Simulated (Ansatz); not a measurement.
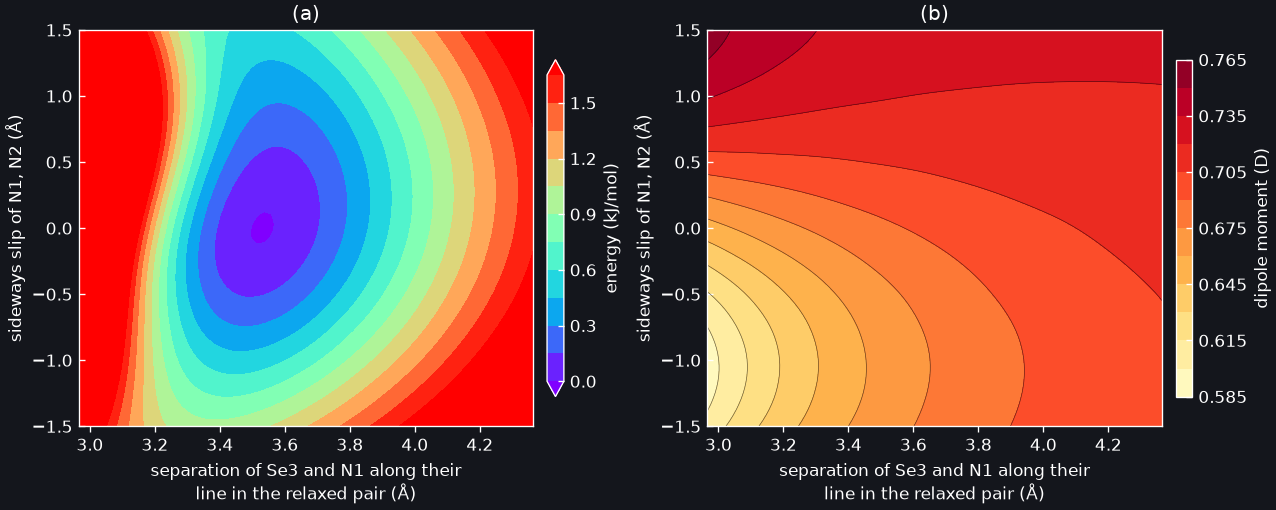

The pair N₂···H₂Se. 
- Coordinates scanned: (1) separation of Se3 and N1 along their line in the relaxed pair; (2) sideways slip of N1, N2.
- Nothing is relaxed (both partners rigid).
- Grid: 13 × 13 points.
- Points are written as (first, second).
- Energies are in kJ/mol, from the lowest grid point.
- These are results of RKS PBE0-D4/def2-TZVPD in Ansatz 0.2.0, not measurements.

Panel (a) is the energy; panel (b) is the computed dipole moment, in D.

The picture shows filled contours, one colour for all values above the top of the scale. Between grid points the surface is interpolated.

How does the dipole moment vary over the map, and what is it at the lowest grid point?

Answer. Leaving out the highest fifth of the energies, it runs from 0.60 D at (3.008 Å, −1.25 Å) to 0.74 D at (3.166 Å, 1.50 Å). At the lowest grid point, (3.495 Å, 0.00 Å), it is 0.69 D.

```tsv
second ↓, first →	2.965	3.008	3.079	3.166	3.266	3.376	3.495	3.623	3.758	3.901	4.049	4.204	4.365
1.50	0.76	0.75	0.75	0.74	0.74	0.73	0.73	0.73	0.73	0.72	0.72	0.72	0.72
1.25	0.75	0.75	0.74	0.74	0.73	0.73	0.73	0.72	0.72	0.72	0.72	0.72	0.72
1.00	0.74	0.73	0.73	0.73	0.72	0.72	0.72	0.72	0.72	0.72	0.72	0.72	0.72
0.75	0.72	0.72	0.72	0.72	0.71	0.71	0.71	0.71	0.71	0.71	0.72	0.72	0.72
0.50	0.70	0.70	0.70	0.70	0.70	0.70	0.71	0.71	0.71	0.71	0.71	0.71	0.71
0.25	0.68	0.68	0.68	0.69	0.69	0.69	0.70	0.70	0.70	0.71	0.71	0.71	0.71
0.00	0.65	0.66	0.66	0.67	0.68	0.68	0.69	0.69	0.70	0.70	0.70	0.71	0.71
−0.25	0.63	0.64	0.64	0.65	0.66	0.67	0.68	0.68	0.69	0.70	0.70	0.70	0.71
−0.50	0.61	0.62	0.63	0.64	0.65	0.66	0.67	0.68	0.69	0.69	0.70	0.70	0.71
−0.75	0.60	0.61	0.62	0.63	0.64	0.66	0.67	0.67	0.68	0.69	0.70	0.70	0.70
−1.00	0.59	0.60	0.61	0.63	0.64	0.65	0.66	0.67	0.68	0.69	0.69	0.70	0.70
−1.25	0.60	0.60	0.62	0.63	0.64	0.65	0.66	0.67	0.68	0.69	0.69	0.70	0.70
−1.50	0.61	0.61	0.62	0.64	0.65	0.66	0.67	0.68	0.68	0.69	0.70	0.70	0.70
```
